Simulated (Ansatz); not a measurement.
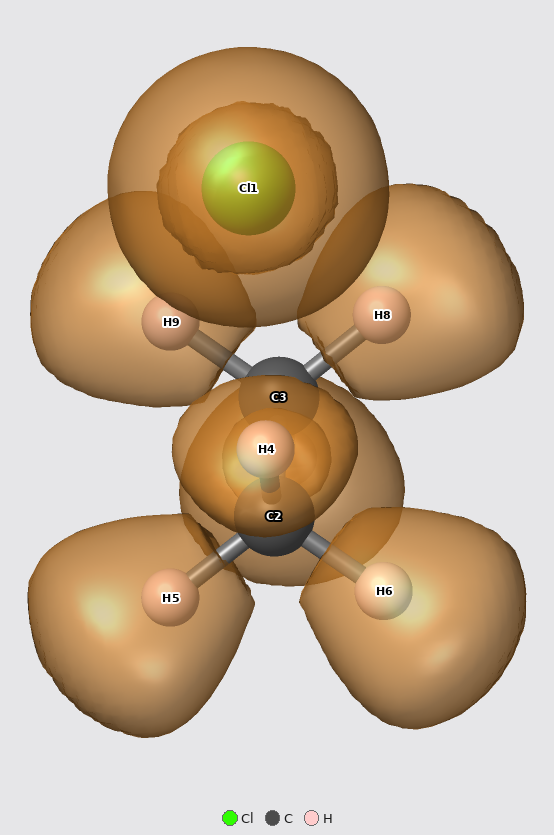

Figure 1: Cl···C2H6 (charge −1). Isosurface of the electron localisation function at 0.8 (orange), seen at an oblique angle. Only the valence region is drawn (cores and ρ < 0.01 e/Å³ removed).

Geometry: PBE0-D4/def2-TZVPD.

Computed with Ansatz, RKS PBE0-D4/def2-TZVPPD.

```
atom    x (Å)    y (Å)    z (Å)
  Cl   0.4559  -1.9659  -2.6421
   C   0.1511  -0.4164   0.6458
   C  -0.2645   0.9085   0.0315
   H   0.3321  -1.1461  -0.1514
   H   1.0668  -0.3118   1.2379
   H  -0.6270  -0.8101   1.3086
   H  -0.4607   1.6796   0.7861
   H  -1.1655   0.7839  -0.5738
   H   0.5118   1.2784  -0.6426
```

Q: Describe the localisation domains.

A: The surface consists of one region between bonded C–C atoms (shared pairs), six regions around hydrogen nuclei and one region wrapped around Cl (its valence shell).

Values along the shortest contacts:
Cl1···H4 (2.63 Å): the ELF dips to about 0.05 between them: a weak contact between the two molecules. C–C (1.52 Å): the ELF peaks at about 0.95 between the atoms: a shared electron pair.
